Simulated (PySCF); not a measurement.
**C₃H₈AsBO: electronic excitations**

Wanted: the electronic excitations of C₃H₈AsBO (`CO/C=C\B[AsH2]`), by calculation.

Computed with PySCF 2.14.0, with density-fitted response routines of our own, on a single molecule in the gas phase. Atoms are numbered from 0 throughout.

**1. The molecule as given**

14 atoms, charge 0, multiplicity 1; geometry from: GFN2-xTB.

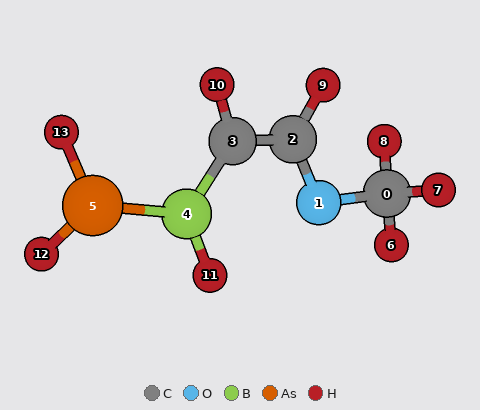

The starting geometry (carbon grey, oxygen blue, boron green, arsenic orange, hydrogen red), atoms numbered.

**2. Ultraviolet spectrum: CAM-B3LYP/def2-SVPD**

What the job is given:

```
{"job": {"kind": "uv", "xc": "CAM-B3LYP", "basis": "def2-SVPD", "nstates": 8, "ntriplets": 3}, "charge": 0, "multiplicity": 1}
C     -2.772258     0.060809    -0.257613
O     -1.368597    -0.018321    -0.335842
C     -0.669094     0.807156     0.460619
C      0.670026     0.924205     0.406572
B      1.589228     0.190781    -0.573423
As     3.578324     0.356998    -0.427486
H     -3.162640    -0.814832    -0.773447
H     -3.141138     0.965613    -0.753109
H     -3.119210     0.056794     0.780929
H     -1.262787     1.364510     1.186561
H      1.088179     1.596968     1.149701
H      1.111317    -0.402155    -1.467509
H      3.832461    -1.121800    -0.494059
H      3.625512     0.312824     1.075937
```

With the program's defaults for keys left out, this is: TDDFT CAM-B3LYP/def2-SVPD, vertical, gas phase, core orbitals frozen in the response.

Started as:

```
$ OMP_NUM_THREADS=1 python probes_run.py task.json out
```

This one command runs all jobs of the session in turn.

Standard output:

```text
coarse grid: 53008 points
cycle   1  E = -2454.5484359373  dE = -4.748e-02  |g| = 5.701e-01  |ddm| = 5.909e+00
cycle   2  E = -2454.5376658161  dE =  1.077e-02  |g| = 6.496e-01  |ddm| = 1.456e+00
cycle   3  E = -2454.6173279192  dE = -7.966e-02  |g| = 6.558e-02  |ddm| = 7.252e-01
cycle   4  E = -2454.6180541095  dE = -7.262e-04  |g| = 2.988e-02  |ddm| = 1.141e-01
cycle   5  E = -2454.6182258536  dE = -1.717e-04  |g| = 1.173e-02  |ddm| = 5.323e-02
cycle   6  E = -2454.6182599718  dE = -3.412e-05  |g| = 2.175e-03  |ddm| = 2.012e-02
cycle   7  E = -2454.6182616658  dE = -1.694e-06  |g| = 9.225e-04  |ddm| = 5.487e-03
final grid: 112096 points
cycle   8  E = -2454.6182465916  dE = -1.308e-07  |g| = 8.901e-04  |ddm| = 5.176e-03
cycle   9  E = -2454.6182464976  dE =  9.399e-08  |g| = 1.179e-03  |ddm| = 2.790e-03
cycle  10  E = -2454.6182468193  dE = -3.217e-07  |g| = 1.071e-04  |ddm| = 1.514e-03
cycle  11  E = -2454.6182468226  dE = -3.313e-09  |g| = 5.108e-05  |ddm| = 2.026e-04
cycle  12  E = -2454.6182468238  dE = -1.208e-09  |g| = 1.660e-05  |ddm| = 2.039e-04
cycle  13  E = -2454.6182468239  dE = -8.231e-11  |g| = 3.481e-06  |ddm| = 3.812e-05
converged SCF energy = -2454.6182468239

Static polarisability (au): isotropic 97.654, principal 68.105 78.772 146.086

Singlet excitations
state   eV       nm        f      main configurations
  1   4.3124    287.5   0.21019   H->L 0.86
  2   5.0691    244.6   0.29115   H-1->L 0.84
  3   5.7010    217.5   0.00152   H-2->L 0.49, H-3->L 0.39
  4   6.2402    198.7   0.01192   H-3->L 0.47, H-2->L 0.36
  5   6.2904    197.1   0.01529   H->L+1 0.66, H->L+2 0.22
  6   6.4565    192.0   0.03572   H->L+3 0.70, H-1->L+3 0.14
  7   6.7000    185.1   0.10232   H-1->L+1 0.37, H->L+2 0.28, H->L+4 0.12
  8   7.3199    169.4   0.00828   H->L+4 0.49, H-1->L+4 0.11

Triplet excitations (Tamm-Dancoff, eV): 3.1147 3.9031 5.2402
```

Run time: 58 s. Hardware: 1 thread of Arm Neoverse V1, shared host; peak memory 0.93 GiB.

Frontier orbitals and where they lie:

| orbital | eV | atoms |
| --- | --- | --- |
| HOMO−3 | -10.41 | As5 24 %, B4 20 %, H12 16 % |
| HOMO−2 | -10.04 | As5 33 %, B4 26 %, H13 15 % |
| HOMO−1 | -8.78 | C3 24 %, As5 21 %, B4 16 % |
| HOMO | -7.94 | As5 43 %, C3 15 %, B4 12 % |
| LUMO | -0.64 | B4 31 %, C2 22 %, C3 15 % |
| LUMO+1 | 1.03 | B4 27 %, C0 16 %, C2 12 % |
| LUMO+2 | 1.37 | C0 20 %, B4 18 %, As5 15 % |

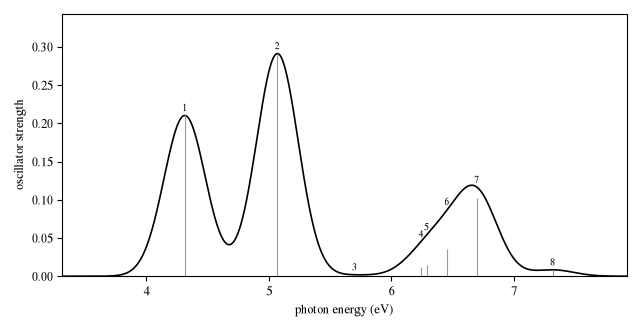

Absorption spectrum from the 8 singlet states computed; above the last one it falls off for lack of states. Lines are broadened to a width of 0.40 eV (Gaussian).

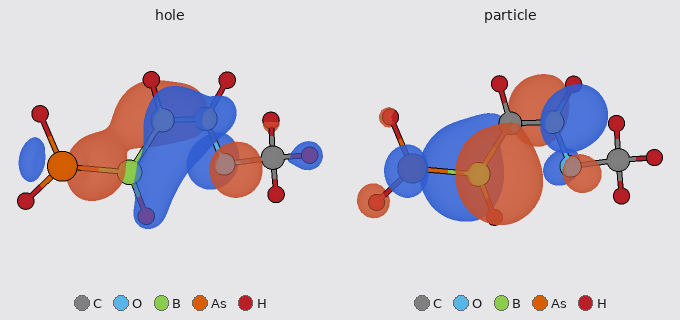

Leading natural transition orbitals of singlet state 2: the electron leaves the hole (left) for the particle orbital (right).

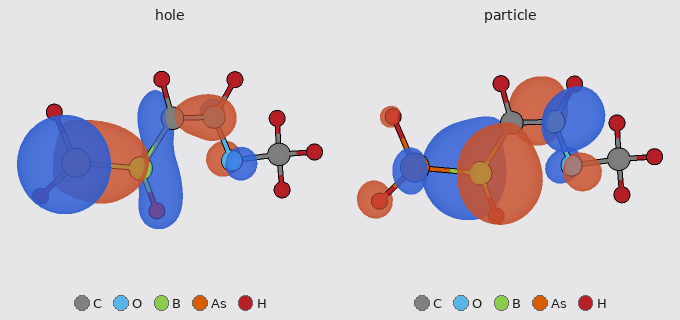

Leading natural transition orbitals of singlet state 1: the electron leaves the hole (left) for the particle orbital (right).

Further results of this job:

| property | computed |
| --- | --- |
| dipole moment (D) | 4.14 |
| polarisability (Å³) | 14.47 |
| HOMO–LUMO gap (eV) | 7.30 |
| −ε(HOMO) (eV) | 7.94 |

Orbitals, density, ELF and potential are computed afterwards from the orbital file.

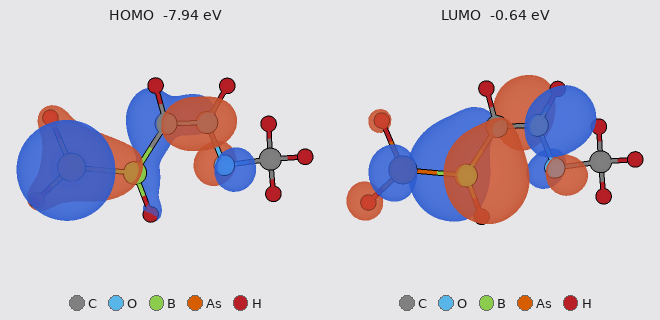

Frontier orbitals at CAM-B3LYP/def2-SVPD; each surface holds 70 % of the orbital's density, blue and red mark the sign.

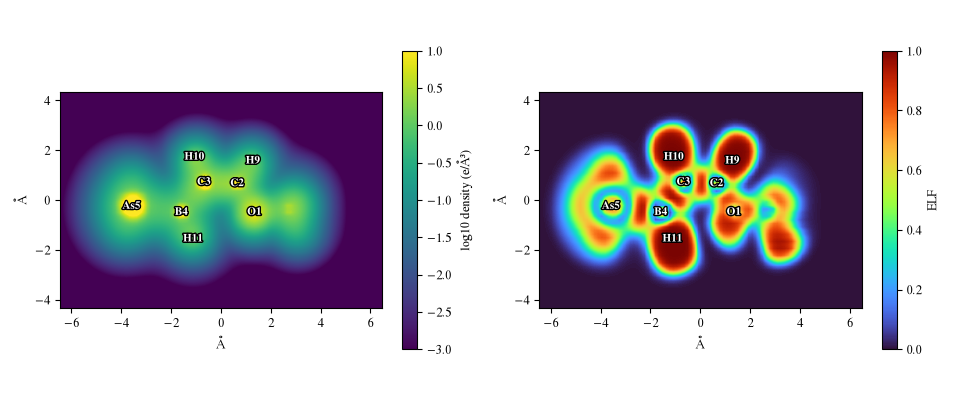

Density (left) and ELF (right) in a plane through or near 8 of the atoms.

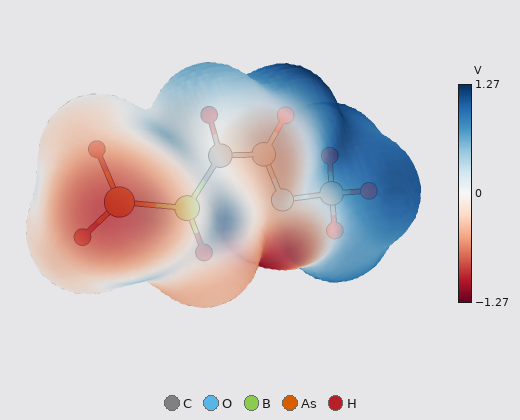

Electrostatic potential on the surface of density 0.002 e/bohr³; red is low, blue high. It runs from -1.01 V near O1 to 1.27 V near H9.

**3. Results**

| quantity | value |
| --- | --- |
| lowest singlet (CAM-B3LYP/def2-SVPD) | 4.31 eV (288 nm), f = 0.210 |
| brightest single state of those computed | state 2, 5.07 eV, f = 0.291 |
| lowest triplet | 3.11 eV |
| surface potential, least and greatest | -1.01 V and 1.27 V |

The lowest singlet, at 4.31 eV, is HOMO→LUMO 0.86 and is bright; of the 8 states computed, the strongest absorption comes from state 2 at 5.07 eV. The lowest triplet lies 1.20 eV below the lowest singlet (triplets in Tamm-Dancoff, singlets in full TDDFT). At CAM-B3LYP/def2-SVPD, counted by nearest atom on the grid, the HOMO lies on As5 41 %; C3 15 %, the LUMO on B4 37 %; C2 21 %.
